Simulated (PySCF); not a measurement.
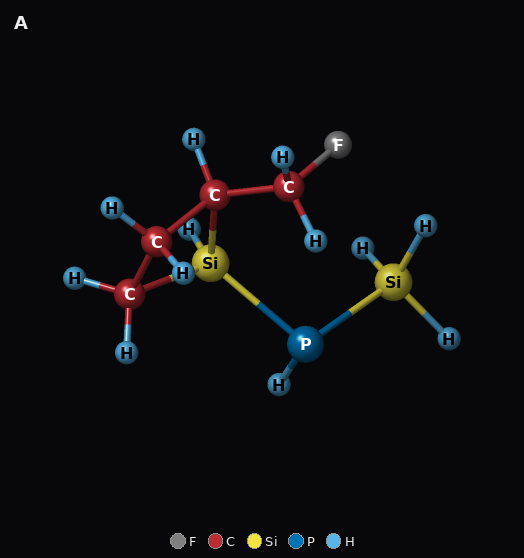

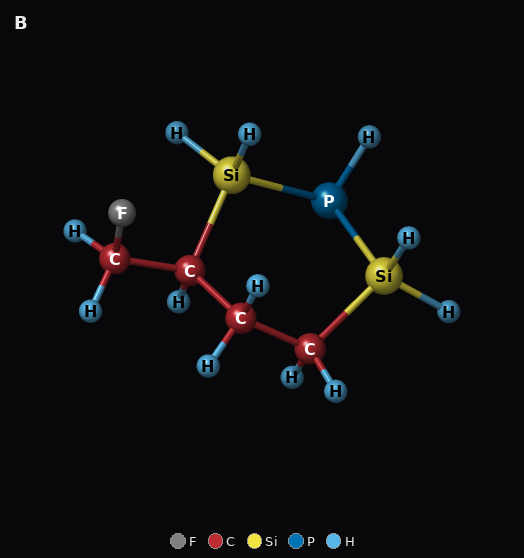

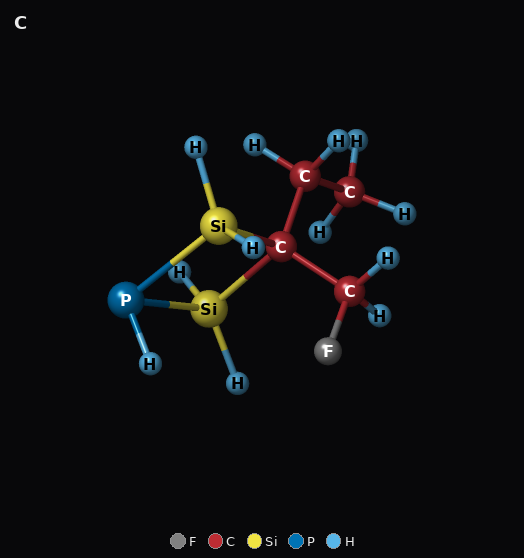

3 stationary structures of one formula. Geometries: GFN2-xTB. Electronic energies: PBE0/pcSseg-1 (PySCF 2.14.0), without zero-point energy. No frequency run is at hand to confirm each as a minimum. Each is one conformer, not always the lowest.

**Are they conformers, stereoisomers or constitutional isomers?**

They are constitutional isomers of C4H12FPSi2: A `FC[C@@H]1CC[Si@@H]1P[SiH3]`, B `FC[C@@H]1CC[SiH2]P[SiH2]1`, C `CCC1(CF)[SiH2]P[SiH2]1`.

**Which structure is the most stable?**

B is lowest; C lies 54.1 kJ/mol above it, A lies 88.5 kJ/mol above it.

The geometry is semi-empirical. Around P, Si such bond lengths and angles can be off by a tenth of an ångström or more and by several degrees, and values that hang on the shape move with them.
